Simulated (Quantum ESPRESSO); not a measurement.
# Energy and gap at +3 % biaxial strain: In2Se2, 1 layer

Method. Quantum ESPRESSO 7.5 driven by ASE, PBE, GBRV ultrasoft, ESM (bc1); atomic heights clamped; cell area 14.461 Å² at zero strain.

```tsv
strain (%)	energy (meV a cell)	gap on the mesh (eV)
−3	80.32	1.738
−1.5	17.80	1.552
0	0.00	1.377
+1.5	21.27	1.217
```

One more run was made and is withheld. What are energy and gap at +3 %, and how stiff is the sheet?

By hand: About zero, E'' = (17.80 + 21.27 − 2 × 0.00)/1.5² = 17.36 meV per %² and E' = (21.27 − 17.80)/3 = 1.16 meV per %. With E = A K ε², where K = (C11 + C22)/2 + C12 (C11 + C12 for a hexagonal sheet), K = 17.36 × 10/(2 × 14.461) × 16.02 = 96 N/m. The parabola gives E(+3 %) = 0.00 + 3 × (1.16) + 4.5 × 17.36 = 81.6 meV. Continuing the last slope, the gap is 2 × 1.217 − 1.377 = 1.057 eV.

What the calculation gave: E = 76.5 meV and the gap 1.072 eV. The parabola misses by +5.1 meV, too high, since bonds soften under tension. The gap's line misses by −0.015 eV.

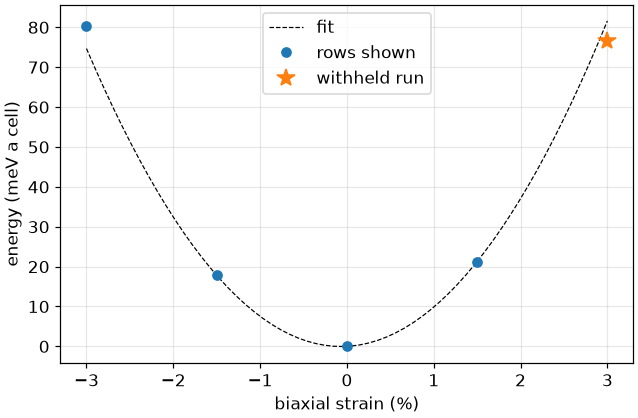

The rows shown, the fit and the withheld run.

**Limits.** Clamped heights stiffen sheets with several planes. Semilocal gap, no spin-orbit coupling.

[Logs are printed without paths, hosts, clocks, repeated set-up lines and the standing remarks that a program may print on its own settings, such as how far it seeks lower states.]
